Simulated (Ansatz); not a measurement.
# AlClH2O2: molecular dynamics

Aim: follow the molecule's vibrations and see whether its bonds hold. The start is relaxed first. Runs: 500 steps of 0.5 fs under a Nosé-Hoover thermostat at 300 K.

Method: RKS B3LYP-D4/6-31G, in Ansatz 0.2.0.

## 1. The starting structure

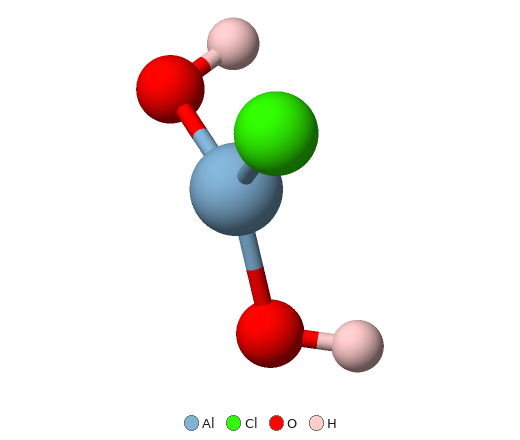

The starting structure, seen from a free direction (aluminium light blue, chlorine green, oxygen red, hydrogen pink).

Structure file:

```xyz
6

Al    0.0000    0.0000    0.0000
Cl    0.0000    0.0000    2.2300
O     1.5415    0.0000   -0.8900
H     1.8414   -0.9519   -1.0449
O    -1.5415    0.0000   -0.8900
H    -2.0512   -0.8467   -0.6815
```

## 2. Preparing the start

Input file input.yaml:

```yaml
crystal:
  periodic: [false, false, false]
  atoms:
    - { symbol: Al, position_ang: [0.0, 0.0, 0.0] }
    - { symbol: Cl, position_ang: [0.0, 0.0, 2.23] }
    - { symbol: O, position_ang: [1.5415, 0.0, -0.89] }
    - { symbol: H, position_ang: [1.8414, -0.9519, -1.0449] }
    - { symbol: O, position_ang: [-1.5415, 0.0, -0.89] }
    - { symbol: H, position_ang: [-2.0512, -0.8467, -0.6815] }
basis:
  gaussian: { orbitals: "6-31G" }
hamiltonian:
  xc: b3lyp
  dispersion: d4
relax:
  f_tol: 0.02
  max_steps: 40
output:
  orbitals: {}
```

Command:

```sh
> ansatz run input.yaml --threads 1 --pin off --max-ram 2048MiB --backend cpu --events-out ev --progress --plain --runs-dir out
```

The log of the run, cut to the lines that bear on the results:

```text
Warning: RAYON_NUM_THREADS=1 ignored (pool sized by the plan → 1); use --threads N
[...]
Functional definition: B3LYP
[...]
552 factors; integrals over basis functions are off by at most 1.3e-4 eV
[...]
mean field -23247.75903001 eV, -854.3393864558 hartree, gradient 3.6e-5 eV, S^2 0.000000; 0 other end points of the search recorded, 0 dependent functions left out
[...]
reference -23247.75928219 eV, -854.3393957231 hartree; 24, 24 occupied and 24, 24 virtual orbitals, 552 factors
relax step   1: F+E_penalty+E_count = -23247.93285687 eV  Δ(F+E_penalty+E_count) = +0.000e0 eV  max|allowed force component| = 1.696e0 eV/Å  Δτ_max = 0.0000 Å  (24 SCF iters, accepted)
[...]
relax step   3: F+E_penalty+E_count = -23248.17281809 eV  Δ(F+E_penalty+E_count) = -6.527e-2 eV  max|allowed force component| = 2.215e0 eV/Å  Δτ_max = 0.1936 Å  (29 SCF iters, accepted)
[...]
relax step   5: F+E_penalty+E_count = -23248.60987239 eV  Δ(F+E_penalty+E_count) = -6.958e-2 eV  max|allowed force component| = 6.399e-1 eV/Å  Δτ_max = 0.1424 Å  (29 SCF iters, accepted)
[...]
relax step   7: F+E_penalty+E_count = -23248.65502669 eV  Δ(F+E_penalty+E_count) = -4.868e-3 eV  max|allowed force component| = 7.288e-2 eV/Å  Δτ_max = 0.0895 Å  (29 SCF iters, accepted)
[...]
relax step   9: F+E_penalty+E_count = -23248.65197872 eV  Δ(F+E_penalty+E_count) = +3.382e-3 eV  max|allowed force component| = 4.990e-1 eV/Å  Δτ_max = 0.0295 Å  (29 SCF iters, rejected (line search))
[...]
relax step  10: F+E_penalty+E_count = -23248.65541966 eV  Δ(F+E_penalty+E_count) = -5.858e-5 eV  max|allowed force component| = 5.992e-2 eV/Å  Δτ_max = 0.0107 Å  (24 SCF iters, accepted)
[...]
relax step  11: F+E_penalty+E_count = -23248.65552636 eV  Δ(F+E_penalty+E_count) = -1.067e-4 eV  max|allowed force component| = 4.509e-3 eV/Å  Δτ_max = 0.0115 Å  (24 SCF iters, accepted)
552 factors; integrals over basis functions are off by at most 1.6e-4 eV
[...]
mean field -23248.47506329 eV, -854.3657001934 hartree, gradient 1.6e-5 eV, S^2 0.000000; 1 other end points of the search recorded, 0 dependent functions left out
[...]
reference -23248.47530605 eV, -854.3657091149 hartree; 24, 24 occupied and 24, 24 virtual orbitals, 552 factors
Total energy: -23248.65576913 eV, -854.3723410107 hartree
Atom 0 at     0.017373    -0.247118     0.084888 Å, force    -0.001585    -0.000423    -0.000372 eV/Å
Atom 1 at    -0.032570     0.129918     2.232606 Å, force    -0.001405     0.000515     0.002672 eV/Å
Atom 2 at     1.542601    -0.364186    -0.617956 Å, force    -0.001561     0.000248    -0.000520 eV/Å
Atom 3 at     2.064825    -0.500126    -1.406633 Å, force     0.000958    -0.000499    -0.002379 eV/Å
Atom 4 at    -1.422933    -0.405644    -0.781892 Å, force    -0.000916    -0.000163     0.000781 eV/Å
Atom 5 at    -2.379096    -0.411445    -0.787413 Å, force     0.004509     0.000322    -0.000182 eV/Å
Dipole moment:    -0.219772    -0.110563    -0.623744 e Å
```

Wall time 26 s (1 thread of Arm Neoverse V1, shared host); peak memory 0.12 GiB.

The steps of the relaxation:

```
step  energy from step 1 (eV)  largest force component (eV/Å)
   1                   0.0000                          1.6964
   2                  -0.1747                          1.7018
   3                  -0.2400                          2.2153
   4                  -0.6074                          0.4937
   5                  -0.6770                          0.6399
   6                  -0.7173                          0.3099
   7                  -0.7222                          0.0729
   8                  -0.7225                          0.0182
  9x                  -0.7191                          0.4990
  10                  -0.7226                          0.0599
  11                  -0.7227                          0.0045
```

Step 1 is the start. 1 step was tried and not accepted (marked x).

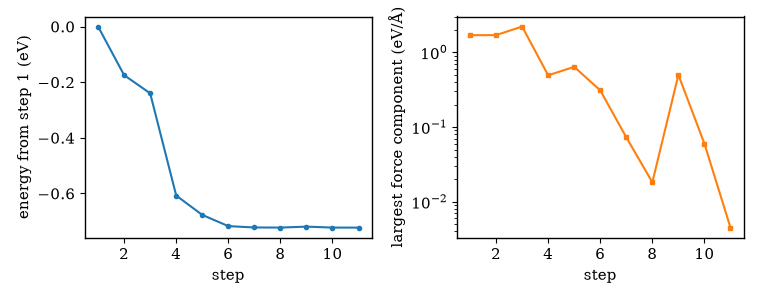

How energy and force went from step to step.

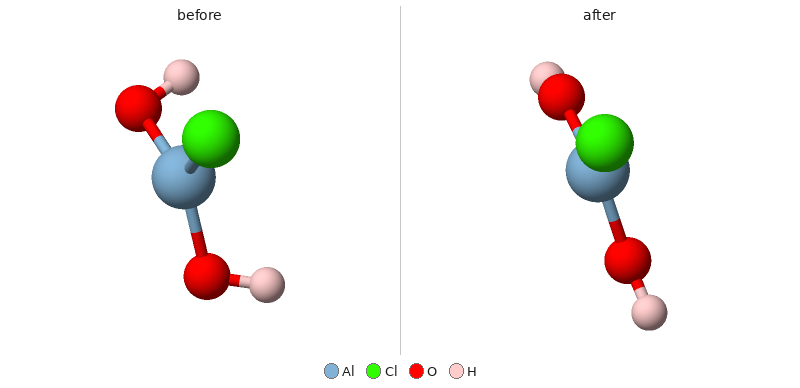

The structure before (left) and after (right), drawn at the same scale.

After: Bond lengths: Al1–Cl2 2.181 Å, Al1–O3 1.683 Å, O3–H4 0.956 Å, Al1–O5 1.688 Å, O5–H6 0.956 Å. Angles: Cl2–Al1–O3 116.4°, Cl2–Al1–O5 120.1°, O3–Al1–O5 123.5°, Al1–O3–H4 148.2°, Al1–O5–H6 148.9°.

## 3. The run

500 steps of 0.5 fs under a Nosé-Hoover thermostat at 300 K, from the relaxed start.

Input file input.yaml:

```yaml
crystal:
  periodic: [false, false, false]
  atoms:
    - { symbol: Al, position_ang: [0.017373, -0.247118, 0.084888] }
    - { symbol: Cl, position_ang: [-0.03257, 0.129918, 2.232606] }
    - { symbol: O, position_ang: [1.542601, -0.364186, -0.617956] }
    - { symbol: H, position_ang: [2.064825, -0.500126, -1.406633] }
    - { symbol: O, position_ang: [-1.422933, -0.405644, -0.781892] }
    - { symbol: H, position_ang: [-2.379096, -0.411445, -0.787413] }
basis:
  gaussian: { orbitals: "6-31G" }
hamiltonian:
  xc: b3lyp
  dispersion: d4
md:
  timestep: 0.5
  n_steps: 500
  ensemble: nvt_nose_hoover
  temperature: 300.0
  initial_velocities: maxwell_boltzmann
  seed: 412761
  nose_hoover: { tau: 300.0, chain_length: 5 }
```

Command:

```sh
> ansatz run input.yaml --threads 1 --pin off --max-ram 2048MiB --backend cpu --events-out ev --progress --plain --runs-dir out
```

The log of the run, cut to the lines that bear on the results:

```text
Warning: RAYON_NUM_THREADS=1 ignored (pool sized by the plan → 1); use --threads N
[...]
[... 1 set-up line as earlier in the session ...]
[...]
554 factors; integrals over basis functions are off by at most 1.4e-4 eV
[...]
mean field -23248.47500321 eV, -854.3656979855 hartree, gradient 4.7e-5 eV, S^2 0.000000; 0 other end points of the search recorded, 0 dependent functions left out
[...]
reference -23248.47524639 eV, -854.3657069223 hartree; 24, 24 occupied and 24, 24 virtual orbitals, 554 factors
md step     0: t =     0.00 fs  T =   300.0 K  F+E_penalty+E_count = -23248.65546627 eV  E_kin = 0.155112 eV  conserved = -23248.50035427 eV  (23 SCF iters)
[...]
md step    20: t =    10.00 fs  T =   153.9 K  F+E_penalty+E_count = -23248.57970646 eV  E_kin = 0.079574 eV  conserved = -23248.50014749 eV  (24 SCF iters)
[...]
md step    40: t =    20.00 fs  T =    94.7 K  F+E_penalty+E_count = -23248.54911085 eV  E_kin = 0.048953 eV  conserved = -23248.50024399 eV  (24 SCF iters)
[...]
md step    60: t =    30.00 fs  T =   101.4 K  F+E_penalty+E_count = -23248.55251348 eV  E_kin = 0.052437 eV  conserved = -23248.50025610 eV  (23 SCF iters)
[...]
md step    79: t =    39.50 fs  T =   126.7 K  F+E_penalty+E_count = -23248.56520891 eV  E_kin = 0.065529 eV  conserved = -23248.50013176 eV  (24 SCF iters)
md step    80: t =    40.00 fs  T =   126.1 K  F+E_penalty+E_count = -23248.56488870 eV  E_kin = 0.065190 eV  conserved = -23248.50016508 eV  (24 SCF iters)
```

## 4. More of the same log: dynamics from the start

The log, continued, cut to the lines that bear on the results:

```text
md step    81: t =    40.50 fs  T =   127.2 K  F+E_penalty+E_count = -23248.56551859 eV  E_kin = 0.065773 eV  conserved = -23248.50022825 eV  (24 SCF iters)
[...]
md step   106: t =    53.00 fs  T =   125.0 K  F+E_penalty+E_count = -23248.56395691 eV  E_kin = 0.064654 eV  conserved = -23248.50027319 eV  (24 SCF iters)
[...]
md step   131: t =    65.50 fs  T =   179.4 K  F+E_penalty+E_count = -23248.59155697 eV  E_kin = 0.092746 eV  conserved = -23248.50033161 eV  (23 SCF iters)
[...]
md step   156: t =    78.00 fs  T =   195.4 K  F+E_penalty+E_count = -23248.59881975 eV  E_kin = 0.101033 eV  conserved = -23248.50032000 eV  (24 SCF iters)
[...]
md step   181: t =    90.50 fs  T =    97.8 K  F+E_penalty+E_count = -23248.54729558 eV  E_kin = 0.050555 eV  conserved = -23248.50026647 eV  (23 SCF iters)
md step   182: t =    91.00 fs  T =    95.5 K  F+E_penalty+E_count = -23248.54608041 eV  E_kin = 0.049398 eV  conserved = -23248.50023553 eV  (24 SCF iters)
md step   183: t =    91.50 fs  T =    93.1 K  F+E_penalty+E_count = -23248.54473433 eV  E_kin = 0.048131 eV  conserved = -23248.50018307 eV  (23 SCF iters)
```

## 5. The log goes on: dynamics from the start

The log, continued, cut to the lines that bear on the results:

```text
md step   184: t =    92.00 fs  T =    92.0 K  F+E_penalty+E_count = -23248.54407569 eV  E_kin = 0.047545 eV  conserved = -23248.50013654 eV  (23 SCF iters)
[...]
md step   205: t =   102.50 fs  T =   169.7 K  F+E_penalty+E_count = -23248.58350823 eV  E_kin = 0.087733 eV  conserved = -23248.50029906 eV  (23 SCF iters)
[...]
md step   226: t =   113.00 fs  T =   217.5 K  F+E_penalty+E_count = -23248.60688507 eV  E_kin = 0.112455 eV  conserved = -23248.50019204 eV  (23 SCF iters)
[...]
md step   247: t =   123.50 fs  T =    88.2 K  F+E_penalty+E_count = -23248.53884967 eV  E_kin = 0.045597 eV  conserved = -23248.50025399 eV  (23 SCF iters)
[...]
md step   499: t =   249.50 fs  T =   237.8 K  F+E_penalty+E_count = -23248.59250374 eV  E_kin = 0.122970 eV  conserved = -23248.50034490 eV  (22 SCF iters)
[...]
md step   500: t =   250.00 fs  T =   239.0 K  F+E_penalty+E_count = -23248.59286215 eV  E_kin = 0.123556 eV  conserved = -23248.50031017 eV  (24 SCF iters)
Total energy: -23248.59310696 eV, -854.3700382183 hartree
Atom 0 at    -0.016519    -0.255766     0.047342 Å, force     0.363690     0.060688     0.394689 eV/Å
Atom 1 at    -0.002461     0.124200     2.216721 Å, force    -0.169637    -0.043127    -0.183594 eV/Å
Atom 2 at     1.569607    -0.347443    -0.518679 Å, force    -0.104260    -0.023292    -0.369536 eV/Å
Atom 3 at     2.265145    -0.400822    -1.178072 Å, force    -0.297869    -0.025644     0.192976 eV/Å
Atom 4 at    -1.473236    -0.418616    -0.784037 Å, force     0.235103     0.131129    -0.049356 eV/Å
Atom 5 at    -2.361335    -0.138033    -0.993986 Å, force    -0.027027    -0.099755     0.014823 eV/Å
Dipole moment:    -0.154104     0.044514    -0.778577 e Å
```

Wall time 17 min (1 thread of Arm Neoverse V1, shared host); peak memory 0.1 GiB.

## 6. The trajectory

One step in 20; energies are changes from step 0:

```
time (fs)  T (K)  potential energy change (meV/atom)  conserved energy change (meV/atom)
      0.0    300                                 0.0                                0.00
     10.0    154                                12.6                                0.03
     20.0     95                                17.7                                0.02
     30.0    101                                17.2                                0.02
     40.0    126                                15.1                                0.03
     50.0    149                                13.2                                0.01
     60.0     95                                17.9                                0.04
     70.0    187                                10.1                                0.01
     80.0    193                                 9.7                                0.03
     90.0     99                                17.9                                0.02
    100.0    170                                12.0                                0.02
    110.0    187                                10.6                                0.02
    120.0    140                                15.0                                0.01
    130.0    135                                15.5                                0.03
    140.0    169                                12.8                                0.02
    150.0    203                                10.1                                0.02
    160.0     98                                19.4                                0.03
    170.0    112                                18.4                                0.01
    180.0    206                                10.6                                0.03
    190.0    209                                10.8                                0.02
    200.0    196                                12.3                                0.02
    210.0    169                                15.0                                0.04
    220.0    174                                15.0                                0.01
    230.0    147                                17.7                                0.03
    240.0     81                                23.7                                0.03
    250.0    239                                10.4                                0.01
```

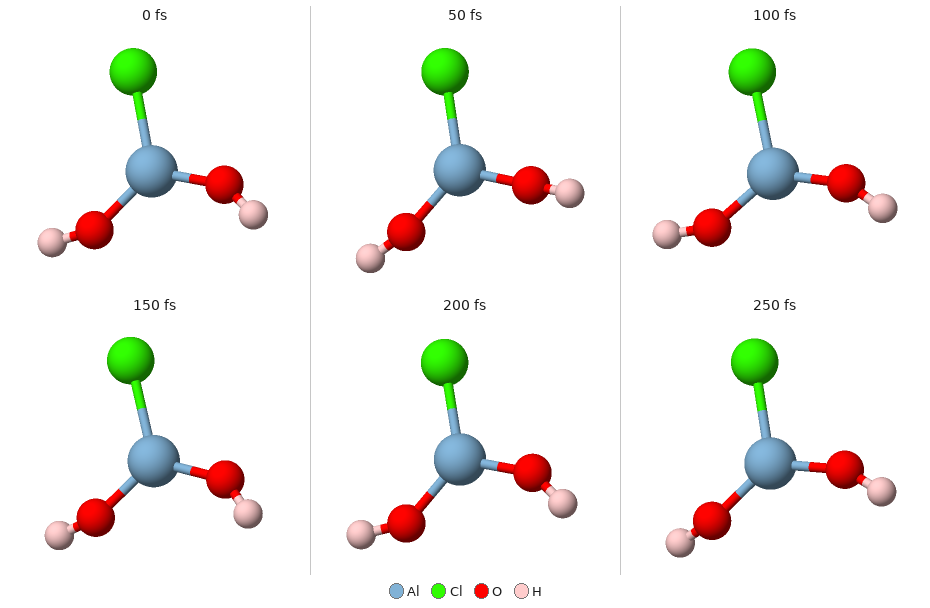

The system at six times, viewed from a chosen angle. Sticks join atoms within a bonding distance in each frame.

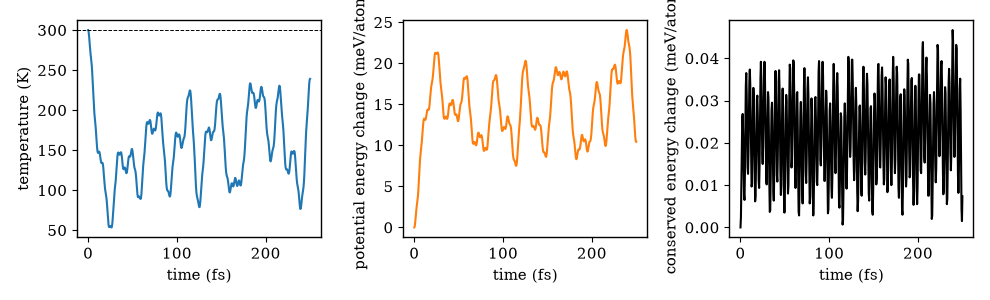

Time series of the run, each on its own scale. The dashed line is the set temperature.

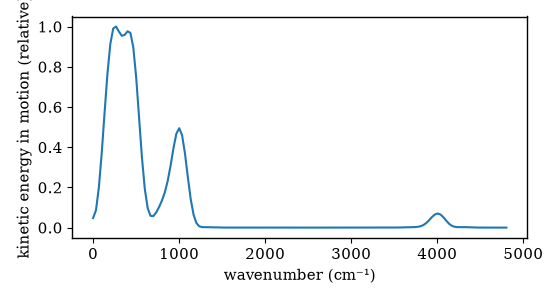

Power spectrum of the mass-weighted velocities; a run of 250 fs resolves no finer than about 270 cm⁻¹.

Maxima of the velocity power spectrum (cm⁻¹, relative height; resolution about 270 cm⁻¹): 270 (100), 400 (98), 1000 (49).

## 7. Frames from the trajectory

Extended XYZ, with forces in eV/Å:

```xyz
6
time_fs=31.0 T=111 dE=0.0980
Al   -0.028   -0.244    0.062    0.952    0.096    0.659
Cl    0.003    0.136    2.286   -0.182   -0.117   -0.850
O     1.505   -0.347   -0.633   -0.843    0.225    0.561
H     2.239   -0.744   -1.067    0.551   -0.207   -0.363
O    -1.404   -0.417   -0.845   -0.406   -0.035   -0.012
H    -2.296   -0.522   -1.156   -0.072    0.038    0.005
6
time_fs=62.5 T=137 dE=0.0859
Al   -0.023   -0.238    0.107    1.262   -0.133   -0.444
Cl   -0.002    0.124    2.207   -0.169    0.142    0.815
O     1.486   -0.375   -0.595   -0.288    0.066    0.217
H     2.318   -0.304   -1.033    0.288   -0.035   -0.179
O    -1.388   -0.416   -0.793   -1.030    0.040   -0.369
H    -2.301   -0.321   -1.038   -0.063   -0.080   -0.039
6
time_fs=94.0 T=114 dE=0.0999
Al    0.018   -0.267    0.023    1.308    0.220    0.774
Cl   -0.045    0.133    2.239    0.043   -0.154   -0.682
O     1.608   -0.376   -0.604   -0.869    0.103    0.057
H     2.318   -0.290   -1.246   -0.373   -0.073    0.211
O    -1.474   -0.376   -0.722   -0.160   -0.118   -0.318
H    -2.426   -0.453   -0.686    0.051    0.022   -0.043
6
time_fs=125.0 T=79 dE=0.1215
Al    0.053   -0.245    0.125    1.257   -0.223   -1.658
Cl   -0.080    0.119    2.187    0.104    0.241    1.352
O     1.576   -0.359   -0.673   -0.488   -0.185    0.155
H     2.029   -0.703   -1.460   -0.363    0.266    0.463
O    -1.412   -0.375   -0.711   -0.450   -0.126   -0.138
H    -2.337   -0.424   -0.452   -0.060    0.028   -0.174
6
time_fs=156.0 T=119 dE=0.1056
Al    0.042   -0.230    0.077    1.386   -0.115    0.175
Cl   -0.078    0.133    2.292    0.199   -0.109   -0.823
O     1.561   -0.396   -0.738   -1.156    0.279    1.373
H     1.998   -0.521   -1.571    0.157   -0.084   -0.465
O    -1.384   -0.420   -0.759   -0.496    0.114   -0.279
H    -2.300   -0.236   -0.946   -0.090   -0.086    0.018
6
time_fs=187.5 T=212 dE=0.0623
Al   -0.009   -0.236    0.101    1.623    0.018    0.323
Cl   -0.028    0.130    2.254   -0.057   -0.022   -0.086
O     1.511   -0.391   -0.639   -0.392    0.150    0.693
H     2.016   -0.331   -1.440    0.209   -0.041   -0.370
O    -1.359   -0.400   -0.823   -1.320   -0.140   -0.490
H    -2.297   -0.526   -0.937   -0.061    0.035   -0.070
6
time_fs=219.0 T=187 dE=0.0832
Al   -0.047   -0.269    0.066    1.363    0.261    0.594
Cl    0.015    0.125    2.212   -0.266   -0.011    0.046
O     1.567   -0.323   -0.492   -0.095   -0.357   -0.622
H     2.078   -0.629   -1.259   -0.257    0.243    0.372
O    -1.444   -0.387   -0.842   -0.736   -0.183   -0.219
H    -2.392   -0.493   -0.745   -0.008    0.048   -0.171
6
time_fs=250.0 T=239 dE=0.0626
Al   -0.017   -0.256    0.047    0.364    0.061    0.395
Cl   -0.003    0.124    2.217   -0.170   -0.043   -0.184
O     1.570   -0.347   -0.519   -0.104   -0.023   -0.369
H     2.265   -0.401   -1.178   -0.298   -0.026    0.193
O    -1.473   -0.419   -0.784    0.235    0.131   -0.049
H    -2.361   -0.138   -0.994   -0.027   -0.100    0.015
```

## 8. What came out

| quantity | value |
| --- | --- |
| relaxation of the start | 9 moves, 0.723 eV lower |
| length | 500 steps of 0.5 fs |
| temperature, first and last step | 300 and 239 K |
| temperature, second half | mean 161 K, from 76 to 239 K |
| potential energy, second half | +15 meV/atom from the start |
| largest change of the conserved energy | 0.05 meV/atom |
| bonds formed or broken | 0 |

**Reading.** Against a set 300 K the second half averages 161 K with a spread of 45 K; 15 meV/atom has gone into potential energy, and a thermostat that acts over some 300 fs has not made it up in 250 fs. The conserved energy strays from its start by at most 0.05 meV/atom, 0.3 % of the mean kinetic energy, so a step of 0.5 fs is short enough over this time. No bond forms or breaks. Averages from a run of 250 fs with 6 atoms are rough. The nuclei move classically, without zero-point motion, which matters most for hydrogen. The basis is very small, so the numbers are rough.
